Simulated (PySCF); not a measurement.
```xyz
7

C    -2.5188    0.5040    0.2378
C    -1.3056    0.2588    0.1829
C    -0.0038   -0.0029    0.1237
C     1.2182   -0.2483    0.0671
C     2.5376   -0.5133    0.0046
N     3.6887   -0.7445   -0.0509
H    -3.5827    0.7179    0.2847
```

Geometry: PBE0-D3(BJ)/def2-SVP.

Theory: PySCF 2.14.0, density-fitted response routines, UKS B3LYP, IGLO-III on C N, pcH-1 on H, non-relativistic, mean-field spin-orbit, GIAO.

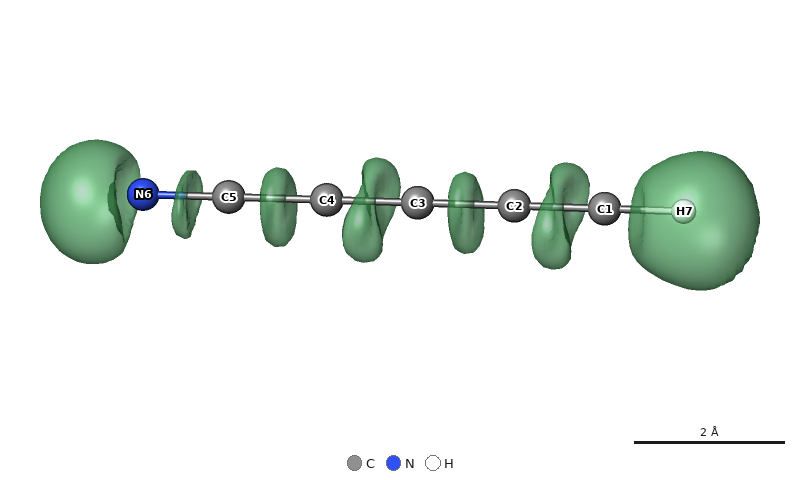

C₅HN (cyanodiacetylene radical cation) (charge +1, doublet). Isosurface of the ELF at 0.85 (green), seen from one side. Core shells and regions of very low density are left out.

### Describe the localisation domains.

The surface consists of four regions between bonded C–C atoms (shared pairs), one region between bonded C–N atoms (shared pairs), one region around a hydrogen nucleus and one lobe on N, pointing away from the bonds (non-bonding electrons). Profiles from the grid: C–N (1.18 Å): the ELF peaks at about 0.90 between the atoms: a short, multiple covalent bond. C–C (1.24 Å): the ELF peaks at about 0.90 between the atoms; a short, multiple covalent bond.
